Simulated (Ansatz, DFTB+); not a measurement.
## C5H12S (tert-amyl mercaptan): methods side by side

The species is C5H12S (18 atoms), meant as a singlet with charge 0. SMILES: `CCC(C)(C)S`. Geometry: relaxed at PBE0-D4/def2-TZVP. This is one conformer, not always the lowest.

Each level gives the atomisation enthalpy at 298 K (kJ/mol). The values are calculated. The thermal term (zero-point and 298 K enthalpy, harmonic and unscaled) is that of HF/3-21G; the spin-orbit lowering of the free atoms at 298 K, 2.0 kJ/mol by their spectra, is taken off.

**The experiment to reproduce.** CRC Handbook of Chemistry and Physics gives the atomisation enthalpy at 298 K of the gas as 6604 kJ/mol.

```json
{"level": "DFTB2-D4", "kind": "semi-empirical", "program": "DFTB+", "value (kJ/mol)": "6728", "computed − measured": "+124"}
{"level": "HF/6-31G* (spherical functions)", "kind": "Hartree–Fock", "program": "Ansatz", "value (kJ/mol)": "4830", "computed − measured": "-1774"}
{"level": "SVWN5/6-31G* (spherical functions)", "kind": "LDA", "program": "Ansatz", "value (kJ/mol)": "7529", "computed − measured": "+925"}
{"level": "PBE/6-31G* (spherical functions)", "kind": "GGA", "program": "Ansatz", "value (kJ/mol)": "6669", "computed − measured": "+65"}
{"level": "revPBE/6-31G* (spherical functions)", "kind": "GGA", "program": "Ansatz", "value (kJ/mol)": "6439", "computed − measured": "-165"}
{"level": "r2SCAN/6-31G* (spherical functions)", "kind": "meta-GGA", "program": "Ansatz", "value (kJ/mol)": "6564", "computed − measured": "-40"}
{"level": "B3LYP/6-31G* (spherical functions)", "kind": "global hybrid", "program": "Ansatz", "value (kJ/mol)": "6512", "computed − measured": "-92"}
{"level": "MP2/6-31G* (spherical functions)", "kind": "perturbation theory", "program": "Ansatz", "value (kJ/mol)": "6013", "computed − measured": "-591"}
{"level": "CCSD/6-31G* (spherical functions)", "kind": "coupled cluster or CI", "program": "Ansatz", "value (kJ/mol)": "5921", "computed − measured": "-683"}
```

Nearest: r2SCAN/6-31G* (spherical functions) (-40 kJ/mol); farthest: HF/6-31G* (spherical functions) (-1774 kJ/mol). Computed less measured by kind, in kJ/mol (of the ab initio rows, those in 6-31G*): semi-empirical +124; Hartree–Fock -1774; LDA +925; GGA -165 to +65; meta-GGA -40; global hybrid -92; perturbation theory -591; coupled cluster or CI -683. In a finite basis correlated wave-function methods underbind, so their errors here aren't those of the basis-set limit.

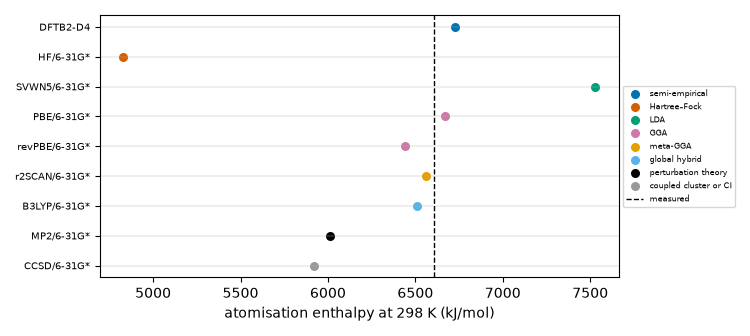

The values of the table, level by level.
